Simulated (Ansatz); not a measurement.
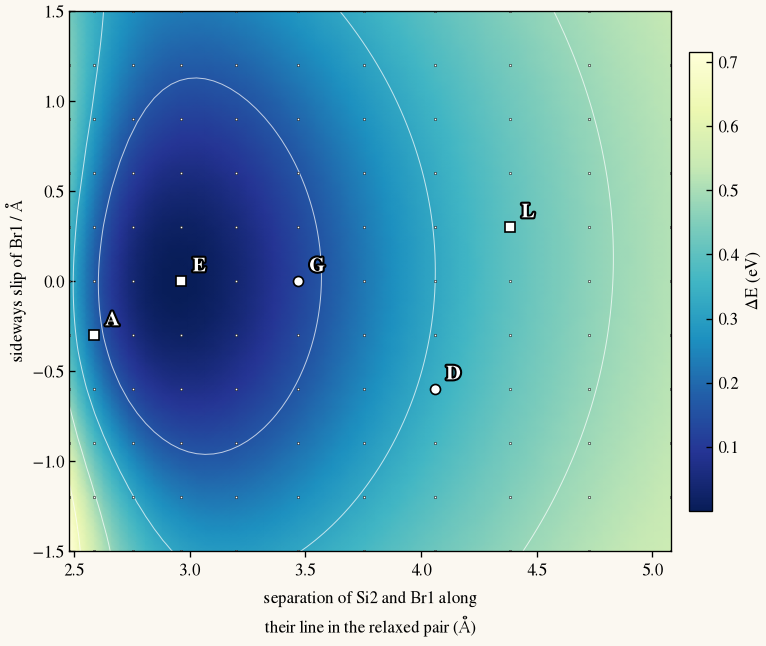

The pair Br···H₄OSi, charge −1. First axis: separation of Si2 and Br1 along their line in the relaxed pair. Second axis: sideways slip of Br1. Nothing is relaxed (both partners rigid). Grid: 11 × 11 points. Points are written as (first, second). Energies are in eV, from the lowest grid point. All numbers below come from Ansatz, RKS PBE0-D4/def2-SVPD.

The picture shows a smooth colour map with a few white contour lines, dots at the grid points, lettered points. Between grid points the surface is interpolated.

Question: Is D the lowest point of the computed grid?

Answer: No. D lies 0.341 eV above the lowest grid point, which is at (2.963 Å, 0.0 Å).

Question: What kind of point is each of A, D, E, G, L: minimum, saddle, maximum or slope?

Answer: A: on a slope; D: on a slope; E: minimum; G: on a slope; L: on a slope. (In these two coordinates alone; a stationary point may lie a little off the grid point.)
